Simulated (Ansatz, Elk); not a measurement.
# How far do independent atoms describe Sr4Se3O?

Structure refinements treat a crystal as free atoms side by side. For a made-up structure of Sr4Se3O (cell and positions from a PBE relaxation) the runs below show what the calculated density changes in F(hkl).

Main program and level: Elk 11.2.3 (patched build); DFT, PBE, all-electron APW+lo, Dirac cores, scalar-relativistic bands, static density, no spin.

The structure was built from a prototype and need not be the compound's stable phase.

## Step 1: Set-up

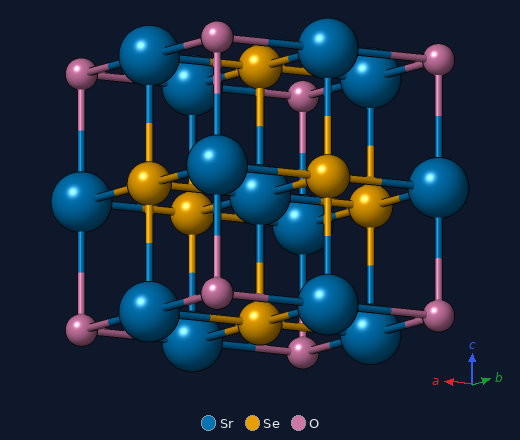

The starting structure, seen from a free direction (strontium blue, selenium orange, oxygen pink). Some periodic images of atoms are drawn too.

## Step 2: Ground state and structure factors

An all-electron density is needed, since X-rays see the cores too. Task 0 finds the density and task 195 Fourier-transforms it; tshift is off so that phases refer to the origin typed.

Contents of elk.in:

```
tasks
  0
  195

xctype
  20

spinpol
  .false.

rgkmax
  7.0

gmaxvr
  14.0

lmaxo
  7

lmaxapw
  8

swidth
  0.002

tshift
  .false.

ramdisk
  .false.

hmaxvr
  5.5

maxscl
  120

epspot
  1e-06

sppath
  './'

avec
  11.54008684557 -0.00000000000 0.00000000000
  0.00000000000 11.54008684557 0.00000000000
  0.00000000000 0.00000000000 11.54008684557

atoms
  3
  'Sr.in'
  4
  -0.0000000000 0.5000000000 -0.0000000000   0.000000 0.000000 0.000000
  0.5000000000 -0.0000000000 -0.0000000000   0.000000 0.000000 0.000000
  0.5000000000 0.5000000000 0.5000000000   0.000000 0.000000 0.000000
  -0.0000000000 0.0000000000 0.5000000000   0.000000 0.000000 0.000000
  'Se.in'
  3
  -0.0000000000 0.5000000000 0.5000000000   0.000000 0.000000 0.000000
  0.5000000000 0.0000000000 0.5000000000   0.000000 0.000000 0.000000
  0.5000000000 0.5000000000 0.0000000000   0.000000 0.000000 0.000000
  'O.in'
  1
  -0.0000000000 -0.0000000000 -0.0000000000   0.000000 0.000000 0.000000

ngridk
  4 4 4
```

On the command line:

```sh
$ OMP_NUM_THREADS=4 elk
```

Numbers of over 12 decimals in the logs are rounded to 6 here.

Output:

```text
┌─────────────────────────┐
│ Elk code version 11.2.3 │
└─────────────────────────┘

All units are atomic (Hartree, Bohr, etc.)

┌─────────────────────────────────────────────────┐
│ Ground-state run starting from atomic densities │
└─────────────────────────────────────────────────┘

Lattice vectors :
   11.54008685      -0.000000000       0.000000000
   0.000000000       11.54008685       0.000000000
   0.000000000       0.000000000       11.54008685

Reciprocal lattice vectors :
  0.5444660332       0.000000000       0.000000000
   0.000000000      0.5444660332      -0.000000000
  -0.000000000       0.000000000      0.5444660332

Unit cell volume      :    1536.834960
Brillouin zone volume :   0.1614032865

Muffin-tin inner radius fraction :   0.1000000000E-01

Nuclei treated as point charges

Species : 1 (Sr)
 parameters loaded from : Sr.in
 name : strontium
 nuclear charge    :   -38.00000000
 electronic charge :    38.00000000
 atomic mass :    159721.4892
 muffin-tin radius :    2.600000000
 number of radial points in muffin-tin :   1193
 inner part over the whole radius :   0.9909106339E-02
 number on inner part of muffin-tin    :    847
 approximate nuclear radius :   0.8067967193E-04
 number of mesh points to nuclear radius :    415
 atomic positions (lattice), magnetic fields (Cartesian) :
  1 :   0.00000000  0.50000000  0.00000000    0.00000000  0.00000000  0.00000000
  2 :   0.50000000  0.00000000  0.00000000    0.00000000  0.00000000  0.00000000
  3 :   0.50000000  0.50000000  0.50000000    0.00000000  0.00000000  0.00000000
  4 :   0.00000000  0.00000000  0.50000000    0.00000000  0.00000000  0.00000000

Species : 2 (Se)
 parameters loaded from : Se.in
 name : selenium
 nuclear charge    :   -34.00000000
 electronic charge :    34.00000000
 atomic mass :    143935.2749
 muffin-tin radius :    2.400000000
 number of radial points in muffin-tin :    993
 inner part over the whole radius :   0.9976188588E-02
 number on inner part of muffin-tin    :    703
 approximate nuclear radius :   0.7785908700E-04
 number of mesh points to nuclear radius :    342
 atomic positions (lattice), magnetic fields (Cartesian) :
  1 :   0.00000000  0.50000000  0.50000000    0.00000000  0.00000000  0.00000000
  2 :   0.50000000  0.00000000  0.50000000    0.00000000  0.00000000  0.00000000
  3 :   0.50000000  0.50000000  0.00000000    0.00000000  0.00000000  0.00000000

Species : 3 (O)
 parameters loaded from : O.in
 name : oxygen
 nuclear charge    :   -8.000000000
 electronic charge :    8.000000000
 atomic mass :    29165.12205
 muffin-tin radius :    1.800000000
 number of radial points in muffin-tin :    593
 inner part over the whole radius :   0.9958443124E-02
 number on inner part of muffin-tin    :    408
 approximate nuclear radius :   0.5115538663E-04
 number of mesh points to nuclear radius :    173
 atomic positions (lattice), magnetic fields (Cartesian) :
  1 :   0.00000000  0.00000000  0.00000000    0.00000000  0.00000000  0.00000000

Total number of atoms per unit cell :    8
Total muffin-tin volume :    492.6352384
 ratio of muffin-tin to unit cell volume :   0.3205518166

Spin treatment :
 spin-unpolarised

Number of Bravais lattice symmetries :   48
Number of crystal symmetries         :   48
Crystal has inversion symmetry
Real symmetric eigensolver will be used

k-point grid :      4     4     4
k-point offset :    0.000000000       0.000000000       0.000000000
k-point set is reduced with full crystal symmetry group
Total number of k-points :       10

Muffin-tin radius times maximum |G+k| :    7.000000000
 using average radius
Maximum |G+k| for APW functions       :    2.886597938
Maximum (1/2)|G+k|²                   :    4.166223828
Maximum |G| for potential and density :    14.00000000
Constant for pseudocharge density :    9
 order of it for each species :   16  16  16
 order of it for pair densities of each species (exact exchange by exxq0 0: 17) :   11   9   4
Radial integration step length :    1

[...]
xc potential                :     -933.79317696846
 exchange                    :     -681.68420620782
 correlation                 :     -12.830862027658
 electron entropic           :    -0.46022196625497E-11
 total energy                :     -20087.406458864

Density of states at Fermi energy :   0.5000846773E-07
 (states/Hartree/unit cell)

Estimated indirect band gap :   0.1104190714
 from k-point 1 to k-point 1
Estimated direct band gap   :   0.1104190714
 at k-point 1

Charges :
 core                        :    168.0000000
 valence                     :    94.00000000
 interstitial                :    11.98655989
 muffin-tins (core leakage)
  species : 1 (Sr)
[...]
species : 2 (Se)
[...]
species : 3 (O)
[...]
total in muffin-tins        :    250.0134401
 total calculated charge     :    261.9990773
 total charge                :    262.0000000
 error                       :   0.9227280367E-03

RMS change in Kohn-Sham potential (target) :   0.5404007996     (  0.1000000000E-05)
Absolute change in total energy (target)   :   0.7883545300E-01 (  0.1000000000E-03)

[... loops 3 to 15 left out ...]

┌──────────────────┐
│ Loop number : 16 │
└──────────────────┘

Energies :
 Fermi                       :     0.176841
 sum of occupied eigenvalues :     -11752.387574517
 electron kinetic            :      20641.246103758
 core electron kinetic       :      19811.784885911
 Coulomb                     :     -40033.245685214
 Coulomb potential           :     -31490.311092580
 nuclear-nuclear             :     -2192.5618984688
 electron-nuclear            :     -44229.236492541
 Hartree                     :      6388.5527057955
 Madelung                    :     -24288.090138924
 xc potential                :     -903.32258569470
 exchange                    :     -681.02626710052
 correlation                 :     -12.834433176161
 electron entropic           :    -0.17297292413486E-09
 total energy                :     -20085.860281733

Density of states at Fermi energy :   0.2172083359E-05
 (states/Hartree/unit cell)

Estimated indirect band gap :   0.7246477870E-01
 from k-point 1 to k-point 1
Estimated direct band gap   :   0.7246477870E-01
 at k-point 1

Charges :
 core                        :    168.0000000
 valence                     :    94.00000000
 interstitial                :    12.79456437
 muffin-tins (core leakage)
  species : 1 (Sr)
[...]
species : 2 (Se)
[...]
species : 3 (O)
[...]
total in muffin-tins        :    249.2054356
 total calculated charge     :    261.9991481
 total charge                :    262.0000000
 error                       :   0.8519288610E-03

RMS change in Kohn-Sham potential (target) :   0.4558918385E-06 (  0.1000000000E-05)
Absolute change in total energy (target)   :   0.7405821452E-04 (  0.1000000000E-03)

Convergence targets achieved

┌──────────────────┐
│ Loop number : 17 │
└──────────────────┘

Energies :
 Fermi                       :     0.176841
 sum of occupied eigenvalues :     -11752.387558081
 electron kinetic            :      20641.246129413
 core electron kinetic       :      19811.784902349
 Coulomb                     :     -40033.245687255
 Coulomb potential           :     -31490.311098544
 nuclear-nuclear             :     -2192.5618984688
 electron-nuclear            :     -44229.236490630
 Hartree                     :      6388.5527018434
 Madelung                    :     -24288.090137983
 xc potential                :     -903.32258895070
 exchange                    :     -681.02626785318
 correlation                 :     -12.834433213722
 electron entropic           :    -0.17297211642277E-09
 total energy                :     -20085.860258909

Density of states at Fermi energy :   0.2172072932E-05
 (states/Hartree/unit cell)

Estimated indirect band gap :   0.7246479562E-01
 from k-point 1 to k-point 1
Estimated direct band gap   :   0.7246479562E-01
 at k-point 1

Charges :
 core                        :    168.0000000
 valence                     :    94.00000000
 interstitial                :    12.79456294
 muffin-tins (core leakage)
  species : 1 (Sr)
[...]
species : 2 (Se)
[...]
atom 2                    :    32.62041962     (  0.5887815184E-04)
   atom 3                    :    32.62041962     (  0.5887815184E-04)
  species : 3 (O)
   atom 1                    :    7.421792875     ( -0.2727998956E-06)
 total in muffin-tins        :    249.2054371
 total calculated charge     :    261.9991481
 total charge                :    262.0000000
 error                       :   0.8519290813E-03

┌──────────────────────────────┐
│ Self-consistent loop stopped │
└──────────────────────────────┘

Wrote STATE.OUT
```

Wall time 59 s (4 threads of Arm Neoverse V2, shared host); peak memory 0.36 GiB; 2.1 min of CPU time.

SFACRHO.OUT:

```text

h k l indices transformed by vhmat matrix:
   1.000000000       0.000000000       0.000000000    
   0.000000000       1.000000000       0.000000000    
   0.000000000       0.000000000       1.000000000    

      h      k      l  multipl.   |H|            Re(F)            Im(F)           |F|

      0      0      0      1   0.0000000       262.00000      0.29123861E-16   262.00000    
      0      0     -1      6  0.54446603      -24.635924     -0.15213650E-13   24.635924    
     -1      0     -1     12  0.76999125      -23.567340      0.28542950E-16   23.567340    
     -1      1      1      8  0.94304283      -34.099989      0.12775090E-14   34.099989    
      0      0     -2      6   1.0889321       219.45054      0.29513853E-13   219.45054    
      2      0      1     24   1.2174631      -21.605109      0.13772767E-13   21.605109    
     -1     -1      2     24   1.3336640      -21.143550     -0.14602033E-13   21.143550    
     -2     -2      0     12   1.5399825       196.61377      0.53406230E-13   196.61377    
      2     -1     -2     24   1.6333981      -20.162211     -0.32223360E-13   20.162211    
      3      0      0      6   1.6333981      -20.227581      0.39128987E-13   20.227581    
     -3      1      0     24   1.7217528      -19.940747     -0.14617020E-15   19.940747    
      1     -3      1     24   1.8057895      -31.161502     -0.59243889E-15   31.161502    
     -2      2      2      8   1.8860857       181.30694     -0.24690815E-13   181.30694    
     -2     -3      0     24   1.9631002      -19.242459     -0.36466086E-13   19.242459    
      3     -1     -2     48   2.0372054      -19.026441      0.30362237E-14   19.026441    
      0      0      4      6   2.1778641       170.25650     -0.46002164E-13   170.25650    
      3      2      2     24   2.2448910      -18.455735      0.34311176E-13   18.455735    
      1      4      0     24   2.2448910      -18.479182      0.11443050E-13   18.479182
```

Elk indexes on the primitive cell of elk.in and gives |H| = 4π sin θ/λ in inverse bohr. Below, one row stands for each form hkl of the conventional cell (m members, Friedel mates merged), F is for one primitive cell and the density is static (no thermal factor). Free-atom factors are Waasmaier and Kirfel's, and R is Σm||F|−|F'||/Σm|F|.

```
hkl   m  sin θ/λ (Å⁻¹)  abs F, DFT  neutral atoms   diff.
100   6          0.082      24.636         24.730  -0.094
110  12          0.116      23.567         23.737  -0.170
111   8          0.142      34.100         34.828  -0.727
200   6          0.164     219.451        218.114  +1.337
210  24          0.183      21.605         21.766  -0.161
211  24          0.201      21.144         21.317  -0.173
220  12          0.232     196.614        196.770  -0.156
221  24          0.246      20.162         20.288  -0.126
300   6          0.246      20.228         20.288  -0.060
310  24          0.259      19.941         20.013  -0.072
311  24          0.272      31.162         30.746  +0.415
222   8          0.284     181.307        181.853  -0.546
320  24          0.295      19.242         19.301  -0.058
321  48          0.306      19.026         19.089  -0.062
400   6          0.328     170.256        170.479  -0.223
322  24          0.338      18.456         18.501  -0.045
410  24          0.338      18.479         18.501  -0.022
411  24          0.347      18.287         18.317  -0.030
```

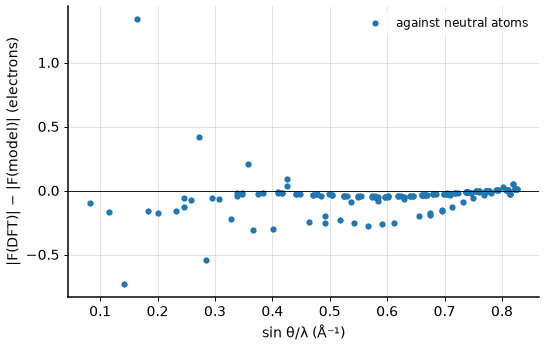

Difference between the calculated structure factors and the independent-atom ones.

## Step 3: The highest occupied states alone

An energy window below the Fermi level keeps the highest occupied states, to see at which angles they scatter; shallow core shells can lie inside it and anion s states outside. No new self-consistency is needed.

elk.in: that of step 2 with these lines changed.

```diff
@@ -1,3 +1,2 @@
 tasks
-  0
   195
@@ -40,2 +39,5 @@
 
+wsfac
+  -0.190650 0.476840
+
 sppath
```

On the command line:

```sh
$ OMP_NUM_THREADS=4 elk
```

Output:

```text
┌─────────────────────────────────┐
│ Elk code version 11.2.3 started │
└─────────────────────────────────┘

Info(readinput): the functional depends on the density's gradient
 muffin-tin radial points multiplied by    2.00000
 (not where nrmtscf is given)

┌────────────────────┐
│ Current task : 195 │
└────────────────────┘

Info(sfacrho): density structure factors written to SFACRHO.OUT

 Energy window :  -0.1906500000      0.4768400000

┌──────────────────┐
│ Elk code stopped │
└──────────────────┘
```

Run time: 30 s. Hardware: 4 threads; peak memory 0.23 GiB.

States within 10 eV below the Fermi level hold 24.00 electrons; any levels below the window count with the cores. Their amplitudes can exceed the total, where window and core parts have opposite phase:

```
hkl  sin θ/λ (Å⁻¹)  abs F, window  abs F, all
100          0.082          0.772      24.636
110          0.116          1.314      23.567
111          0.142          8.909      34.100
200          0.164          7.698     219.451
210          0.183          1.838      21.605
211          0.201          1.928      21.144
220          0.232          3.147     196.614
221          0.246          1.810      20.162
300          0.246          1.782      20.228
310          0.259          1.765      19.941
```

## Step 4: Another functional

The difference from free atoms is small, so it is set against the change that PBEsol makes.

elk.in: that of step 3 with these lines changed.

```diff
@@ -1,2 +1,3 @@
 tasks
+  0
   195
@@ -4,3 +5,3 @@
 xctype
-  20
+  22
 
@@ -39,5 +40,2 @@
 
-wsfac
-  -0.190650 0.476840
-
 sppath
```

On the command line:

```sh
$ OMP_NUM_THREADS=4 elk
```

Output:

```text
┌─────────────────────────┐
│ Elk code version 11.2.3 │
└─────────────────────────┘

All units are atomic (Hartree, Bohr, etc.)

┌─────────────────────────────────────────────────┐
│ Ground-state run starting from atomic densities │
└─────────────────────────────────────────────────┘

Lattice vectors :
   11.54008685      -0.000000000       0.000000000
   0.000000000       11.54008685       0.000000000
   0.000000000       0.000000000       11.54008685

Reciprocal lattice vectors :
  0.5444660332       0.000000000       0.000000000
[...]
interstitial                :    12.87708183
 muffin-tins (core leakage)
  species : 1 (Sr)
[...]
species : 2 (Se)
[...]
atom 3                    :    32.60161875     (  0.5946339634E-04)
  species : 3 (O)
   atom 1                    :    7.398194177     ( -0.2724030268E-06)
 total in muffin-tins        :    249.1229182
 total calculated charge     :    261.9991658
 total charge                :    262.0000000
 error                       :   0.8341650241E-03

┌──────────────────────────────┐
│ Self-consistent loop stopped │
└──────────────────────────────┘

Wrote STATE.OUT
[key lines of the parts left out:]
total energy                :     -20073.026087156
```

Wall time 61 s (4 threads); peak memory 0.37 GiB; 2.2 min of CPU time.

Against the first run R = 0.03 %; the largest change is -0.090 at 200.

## Step 5: A coarser k-mesh

About half the k-points along each axis test the sampling.

elk.in: that of step 4 with these lines changed.

```diff
@@ -5,3 +5,3 @@
 xctype
-  22
+  20
 
@@ -66,2 +66,2 @@
 ngridk
-  4 4 4
+  2 2 2
```

On the command line:

```sh
$ OMP_NUM_THREADS=4 elk
```

Output:

```text
┌─────────────────────────┐
│ Elk code version 11.2.3 │
└─────────────────────────┘

All units are atomic (Hartree, Bohr, etc.)

┌─────────────────────────────────────────────────┐
│ Ground-state run starting from atomic densities │
└─────────────────────────────────────────────────┘

Lattice vectors :
   11.54008685      -0.000000000       0.000000000
   0.000000000       11.54008685       0.000000000
   0.000000000       0.000000000       11.54008685

Reciprocal lattice vectors :
  0.5444660332       0.000000000       0.000000000
[...]
interstitial                :    12.79050364
 muffin-tins (core leakage)
  species : 1 (Sr)
[...]
species : 2 (Se)
[...]
atom 3                    :    32.63018694     (  0.5893968455E-04)
  species : 3 (O)
   atom 1                    :    7.424536080     ( -0.2727974402E-06)
 total in muffin-tins        :    249.2094964
 total calculated charge     :    261.9992173
 total charge                :    262.0000000
 error                       :   0.7826767697E-03

┌──────────────────────────────┐
│ Self-consistent loop stopped │
└──────────────────────────────┘

Wrote STATE.OUT
[key lines of the parts left out:]
total energy                :     -20085.846005788
```

Elapsed: 47 s, on 4 threads; peak memory 0.35 GiB; 77 s of CPU time.

Against the first run R = 0.00 %; the largest change is -0.035 at 111.

## Step 6: Settings against the effect

```
          run  R against the first run (%)  R against neutral atoms, low angle (%)  wall time
PBE, rgkmax 7                         0.00                                    0.52       59 s
       PBEsol                         0.03                                    0.49       61 s
 k-mesh 2×2×2                         0.00                                    0.52       47 s
```

## Step 7: Outcome

| Item | Value |
| --- | --- |
| R against neutral atoms, sin θ/λ < 0.3 Å⁻¹ | 0.52 % |
| R against neutral atoms, 0.3 to 0.83 Å⁻¹ | 0.18 % |

**Reading.** Independent neutral atoms miss the calculated amplitudes by R = 0.52 % below 0.3 Å⁻¹ and 0.18 % from there to 0.83 Å⁻¹; by shells, 1.20 % below 0.15 Å⁻¹ (3 forms), 0.46 % 0.15 to 0.3 (10 forms), 0.20 % 0.3 to 0.45 (20 forms), 0.17 % above 0.45 (115 forms). Bonding, aspherical density and the tables' own atoms all enter these figures, and the runs don't part them. The largest change of an amplitude is +1.34 electrons, at 200. The window's part falls from 24.0 electrons at the origin to at most 0.54 between 0.45 and 0.83 Å⁻¹. Below 0.3 Å⁻¹ the changes that finished (PBEsol and k-mesh 2×2×2) move F by R = 0.04 % at most, against the 0.52 % that separates it from free atoms. The basis has no finished test. Part of the difference isn't bonding: the tables are fits to free atoms and ions calculated by other methods than this functional. Thermal motion, anomalous dispersion and extinction are left out.

[Logs are printed without paths, hosts, clocks, repeated set-up lines and the standing remarks that a program may print on its own settings, such as how far it seeks lower states.]

[Hosts, paths, dates, database ids (printed as entryN), source tags and the programs' standing remarks are cut or masked in the printed files.]
